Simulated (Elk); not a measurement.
Band structure of Ir (Fm-3m, 1 atom in the cell).

```xyz
1
Lattice="0.0000 1.9705 1.9705 1.9705 0.0000 1.9705 1.9705 1.9705 0.0000" Properties=species:S:1:pos:R:3 pbc="T T T"
Ir     0.0000     0.0000     0.0000
```

Level of theory: PBE, all-electron FP-LAPW, Elk's shipped species files, APW+lo basis with extra local orbitals (Elk).

Settings: xctype = 20; rgkmax = 7.5; stype = 3; swidth = 0.00183747 Ha; ngridk = 12 12 12; gmaxvr = 16 1/bohr; nxlo = 2; lorbcnd = true; rmtscf = 0.88; lmaxi = 3.

The starting cell comes from a database of computed structures (which also holds hypothetical and non-ambient phases and stackings), without a prior relaxation at this level. Its lattice was rescaled by a random factor within 2.5 % of one. Spin-orbit coupling is off. Spin polarisation is off. Values depend on the basis (sphere radii, cutoffs, local orbitals), which need not be converged.

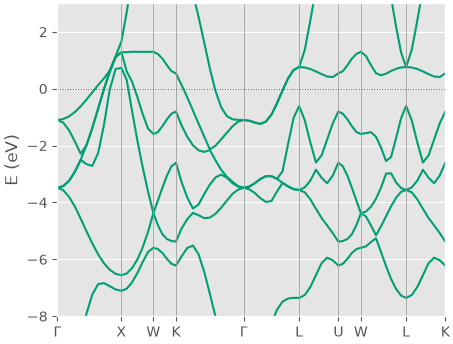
Figure. Bands along the path, energies from the Fermi level.

Levels in eV from the Fermi level, bands 11 to 18:
```
point      11     12     13     14     15     16     17     18
-----  ------  -----  -----  -----  -----  -----  -----  -----
Γ      -10.35  -3.49  -3.49  -3.49  -1.10  -1.10  13.75  18.82
X       -7.11  -6.56   0.73   1.28   1.28   1.66   9.46  11.11
W       -5.59  -4.38  -4.38  -1.59   1.30   7.44   8.48   8.48
K       -6.22  -5.38  -2.60  -0.80   0.54   5.85   7.11  10.58
L       -7.36  -3.56  -3.56  -0.61   0.76   0.76   6.48  13.39
U       -6.22  -5.38  -2.60  -0.80   0.54   5.85   7.11  10.58
```

Bands cross the Fermi level along this path, so the cell is metallic at this level.
